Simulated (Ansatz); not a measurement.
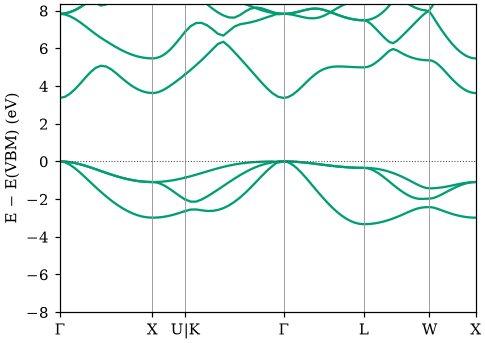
Band structure from LDA in the plane-wave PAW code Ansatz

Q: Read off the gap and where the band edges lie.

A: About 3.4 eV (3.37 eV by a search for the band edges); maximum at Γ, minimum at Γ.

The material is MgS (zinc blende, F-43m).

A made-up cell: these elements were put on the sites of a structure type; the Crystallography Open Database copy checked does not list it. COD files the formula under space group No. 225, so this cell is another polymorph or a model. Its standing as an ambient phase is unchecked. Symmetry was held in the LDA relaxation; phonons on a q-mesh show no instability.

Potentials: the later of the program's two PAW sets.
